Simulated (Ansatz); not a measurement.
```sh
ansatz run in.yaml --threads 10 --pin off --events-out ev --progress --plain --max-ram 110592MiB --backend cuda --devices 0, --max-vram 75GiB
```

```yaml
crystal:
  periodic: [false, false, false]
  atoms:
    - {symbol: C, position_ang: [-1.454045, -2.350253, -0.774179]}
    - {symbol: C, position_ang: [-2.490449, -1.555116, 0.001404]}
    - {symbol: C, position_ang: [-2.619483, -2.065440, 1.428736]}
    - {symbol: N, position_ang: [-2.135884, -0.144145, -0.017194]}
    - {symbol: Zr, position_ang: [-0.624524, 0.843110, -0.931433]}
    - {symbol: F, position_ang: [-1.063679, 2.715754, -0.937693]}
    - {symbol: F, position_ang: [-0.262344, 0.185232, -2.710027]}
    - {symbol: N, position_ang: [0.998387, 0.515843, 0.248216]}
    - {symbol: C, position_ang: [2.340984, 1.038817, 0.051359]}
    - {symbol: C, position_ang: [2.806208, 1.841040, 1.257376]}
    - {symbol: C, position_ang: [2.373600, 1.885150, -1.211586]}
    - {symbol: H, position_ang: [-0.463974, -2.242142, -0.315920]}
    - {symbol: H, position_ang: [-1.390694, -2.022678, -1.815313]}
    - {symbol: H, position_ang: [-1.701300, -3.413269, -0.775819]}
    - {symbol: H, position_ang: [-3.461193, -1.693062, -0.497723]}
    - {symbol: H, position_ang: [-3.363857, -1.490527, 1.985881]}
    - {symbol: H, position_ang: [-1.663079, -1.976624, 1.951411]}
    - {symbol: H, position_ang: [-2.926051, -3.114658, 1.443183]}
    - {symbol: H, position_ang: [-2.803945, 0.403762, 0.516461]}
    - {symbol: H, position_ang: [0.933532, -0.022113, 1.103175]}
    - {symbol: H, position_ang: [3.040951, 0.201260, -0.091800]}
    - {symbol: H, position_ang: [2.780303, 1.231828, 2.164886]}
    - {symbol: H, position_ang: [3.831050, 2.197702, 1.122025]}
    - {symbol: H, position_ang: [2.153979, 2.705092, 1.410850]}
    - {symbol: H, position_ang: [1.707088, 2.750823, -1.115524]}
    - {symbol: H, position_ang: [2.081306, 1.303528, -2.092109]}
    - {symbol: H, position_ang: [3.377122, 2.271096, -1.398645]}
basis:
  gaussian: {orbitals: def2-TZVPP}
hamiltonian: {xc: {name: r2SCANh}, dispersion: d4}
output: {orbitals: {seedname: orbitals}}
```

Describe the molecule in this file.

The molecule is C6H16F2N2Zr. SMILES: `CC(C)[NH][Zr]([F])([F])[NH]C(C)C`. This geometry has C1 symmetry. Coordination: 6 C tetrahedral; 2 N trigonal planar; 1 Zr tetrahedral.

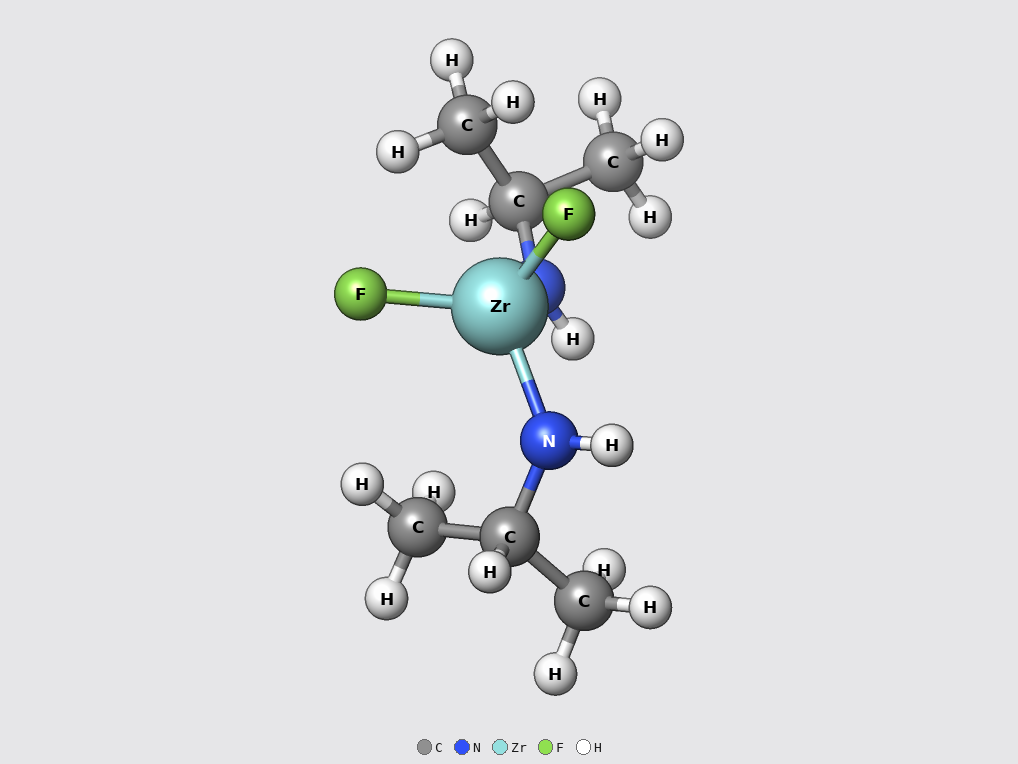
